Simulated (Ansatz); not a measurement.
## Pressure series in AlCu

Consider AlCu (space group C2/m, No. 12; a = 11.9521 Å, b = 4.0610 Å, c = 6.8314 Å, α = γ = 90.00°, β = 124.84°).

Cell and atoms are relaxed at each pressure.

The values are results of Ansatz (a first-principles code) PBEsol, no spin-orbit coupling, not measurements.

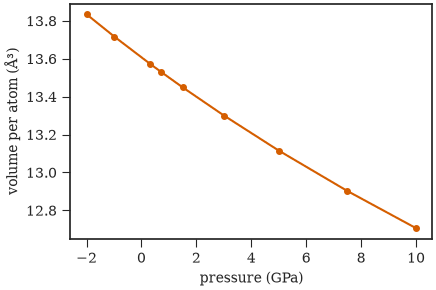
Figure: Volume against pressure

### Question
Estimate the zero-pressure bulk modulus from the plot.

### Answer
About 130 GPa; a third-order Birch–Murnaghan fit to the points gives V₀ = 13.61 Å³/atom, B₀ = 125 GPa and B₀′ = 4.5.

Load acts through the strain it causes; cell and atoms are relaxed under it. No phonon test of stability was made. No other phases were tried under pressure. The final runs are not spin-polarised.
